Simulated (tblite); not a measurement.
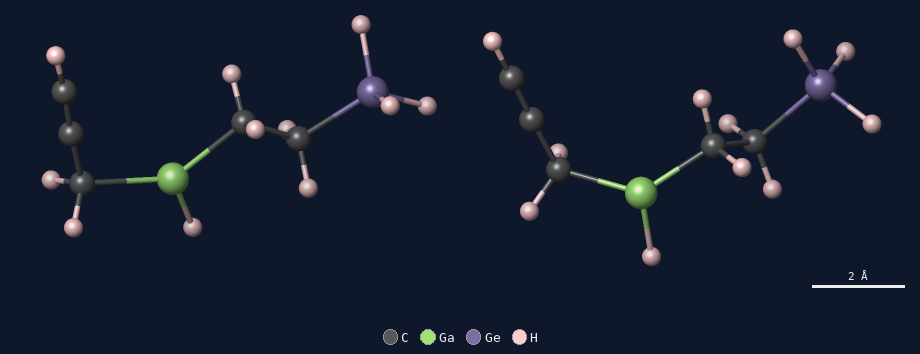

Two geometries of C5H11GaGe, drawn at one scale. One is the start of a relaxation, the other its converged end. Style: ball-and-stick. Shown at a tilt.

Computed with tblite 0.8.0, GFN2-xTB geometry optimisation, gas phase. 

> Which one is relaxed?

The left one is the relaxed one. An H atom moves most after the best rigid fit: 1.59 Å. By element the largest moves are H 1.59 Å, Ga 0.98 Å, C 0.59 Å, Ge 0.33 Å. Among the contacts that change: C–Ga 1.903 → 2.077 Å, C–Ga 1.884 → 2.055 Å, Ge–H 1.560 → 1.498 Å, C–H 1.083 → 1.049 Å. Bond angles that change, for instance: Ga–C–C 125.5° → 106.5°, C–Ga–H 104.9° → 115.9°, Ga–C–H 100.7° → 111.1°. Groups turn about C–Ge by about 30°. Over 195 geometry steps the energy falls by 104.6 kJ/mol.
